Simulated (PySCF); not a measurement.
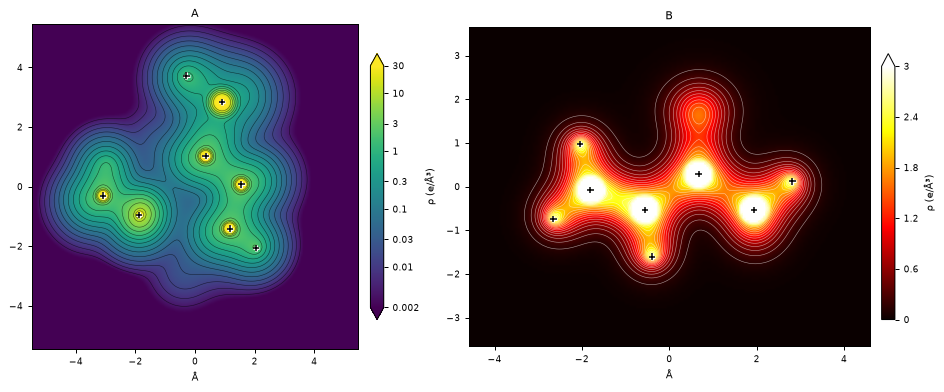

The electron density of 2 systems, each on a plane through atoms (crosses mark nuclei in the plane).

Method: PySCF 2.14.0, PBE0/pcSseg-1, SCF density, gas phase, non-relativistic.

System 1: C6H15O2PSi, the plane of atoms C5, C7 and C8. Geometry: PBE0-D3(BJ)/def2-SVP.

```yaml
atoms:
  - { symbol: C, position_ang: [2.4987, -0.8998, -1.2391] }
  - { symbol: O, position_ang: [1.7791, 0.2388, -0.8602] }
  - { symbol: C, position_ang: [1.3929, 0.2722, 0.4870] }
  - { symbol: C, position_ang: [0.2615, -0.6974, 0.8438] }
  - { symbol: C, position_ang: [-0.9775, -0.5188, -0.0445] }
  - { symbol: Si, position_ang: [-2.2482, -1.8824, 0.2868] }
  - { symbol: C, position_ang: [-1.6125, 0.8745, 0.0820] }
  - { symbol: C, position_ang: [-0.6606, 2.0152, -0.2929] }
  - { symbol: P, position_ang: [0.7775, 1.9764, 0.8184] }
  - { symbol: O, position_ang: [0.4933, 2.2349, 2.2657] }
  - { symbol: H, position_ang: [1.8891, -1.8210, -1.1923] }
  - { symbol: H, position_ang: [3.3927, -1.0440, -0.6024] }
  - { symbol: H, position_ang: [2.8263, -0.7541, -2.2775] }
  - { symbol: H, position_ang: [2.2586, 0.0987, 1.1580] }
  - { symbol: H, position_ang: [0.6336, -1.7344, 0.7875] }
  - { symbol: H, position_ang: [0.0062, -0.5173, 1.9026] }
  - { symbol: H, position_ang: [-0.6587, -0.6561, -1.0956] }
  - { symbol: H, position_ang: [-2.7650, -1.7888, 1.6878] }
  - { symbol: H, position_ang: [-3.4008, -1.7567, -0.6586] }
  - { symbol: H, position_ang: [-1.6145, -3.2257, 0.1012] }
  - { symbol: H, position_ang: [-2.5105, 0.9369, -0.5544] }
  - { symbol: H, position_ang: [-1.9540, 1.0314, 1.1203] }
  - { symbol: H, position_ang: [-0.2902, 1.9054, -1.3256] }
  - { symbol: H, position_ang: [-1.1508, 2.9968, -0.1976] }
  - { symbol: H, position_ang: [1.7527, 2.8059, 0.1884] }
```

System 2: C6H10 (SMILES C=CC1(C)CC1), the plane of atoms C2, C3 and C4. Geometry: GFN2-xTB.

```xyz
16

C     2.1176    0.2381    0.6709
C     1.2667   -0.3381   -0.1629
C    -0.1991   -0.1362   -0.1980
C    -0.9072   -0.9432   -1.2651
C    -0.9357    0.1032    1.0978
C    -0.7574    1.2274    0.1310
H     1.8055    0.9353    1.4305
H     3.1733    0.0333    0.6266
H     1.6423   -1.0309   -0.9055
H    -1.9780   -0.7543   -1.2447
H    -0.5321   -0.6804   -2.2534
H    -0.7443   -2.0087   -1.1070
H    -0.3624    0.1130    2.0121
H    -1.9186   -0.3306    1.2053
H    -0.0609    2.0139    0.3778
H    -1.6174    1.5670   -0.4268
```

Which map belongs to which system?

Panel A is system 1, C6H15O2PSi: the plane holds C, O, Si and H. C–O (1.40 Å): ρ at the midpoint is about 2.1 e/Å³, with its minimum of 1.8 e/Å³ about 0.5 Å from C. Panel B is system 2, C6H10: the plane holds C and H. C–C (1.32 Å): ρ at the midpoint is about 2.3 e/Å³.
